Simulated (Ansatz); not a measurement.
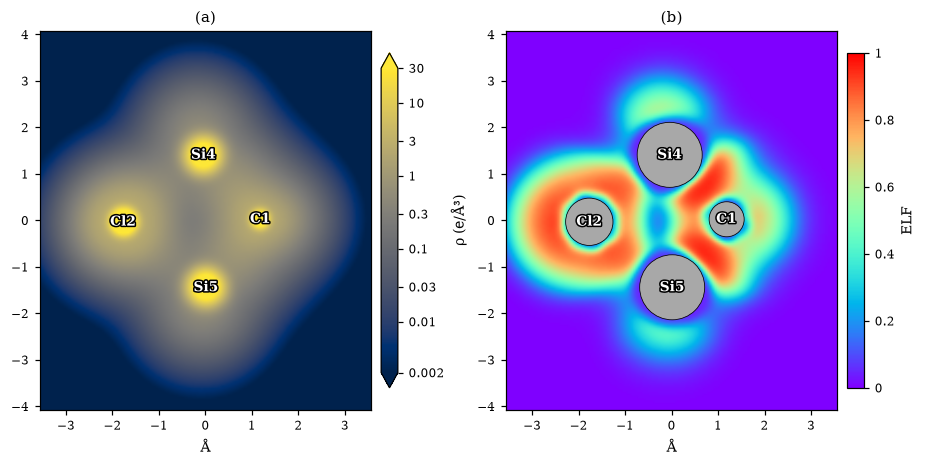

Figure 1: CH5ClFSi2 (charge +1). (a) total electron density; (b) ELF on the plane of atoms C1, Si5 and Cl2. Grey discs cover the atomic cores in the ELF map.

Geometry: r2SCAN-D4/def2-SVP.

All numbers below come from Ansatz 0.2.0, isolated molecule in a Gaussian basis; Kohn-Sham density functional theory, functional PBE0.

Input file:

```
crystal:
  periodic: [false, false, false]
  atoms:
    - {symbol: C, position_ang: [-0.063360, -0.143565, -0.580649]}
    - {symbol: Cl, position_ang: [-2.431225, -0.539370, 1.142514]}
    - {symbol: F, position_ang: [-1.289154, 2.223898, 0.554087]}
    - {symbol: Si, position_ang: [-1.555530, 0.924100, -0.328038]}
    - {symbol: Si, position_ang: [-0.442440, -1.517077, 0.637703]}
    - {symbol: H, position_ang: [-2.595931, 1.124302, -1.346261]}
    - {symbol: H, position_ang: [0.018609, -0.509969, -1.619374]}
    - {symbol: H, position_ang: [0.864787, 0.401585, -0.331279]}
    - {symbol: H, position_ang: [-0.837270, -2.827416, 0.083640]}
    - {symbol: H, position_ang: [0.285305, -1.509771, 1.922117]}
basis:
  gaussian:
    orbitals: def2-TZVPD
total_charge: 1
magnetization:
  spin_polarized: false
hamiltonian:
  xc: {name: PBE0}
output:
  forces: true
  orbitals: {seedname: orbitals}
```

Launched as:

```sh
ansatz run input.yaml --threads 2 --pin off --max-ram 4350MiB --events-out events.jsonl --progress --plain --runs-dir runs
```

Read the bonding off the picture.

Answer. The plane passes through C, Cl and Si nuclei. C–Si (1.85 Å): ρ at the midpoint is about 1 e/Å³; the ELF peaks at about 0.95 between the atoms (localised, covalent bonding). Si–Cl (2.25 Å): ρ at the midpoint is about 0.63 e/Å³, with its minimum of 0.46 e/Å³ about 0.8 Å from Si; the ELF peaks at about 0.85 between the atoms, as expected for a shared but strongly polarised pair. The ELF also peaks beside Cl2, away from the bonds: lone-pair regions.
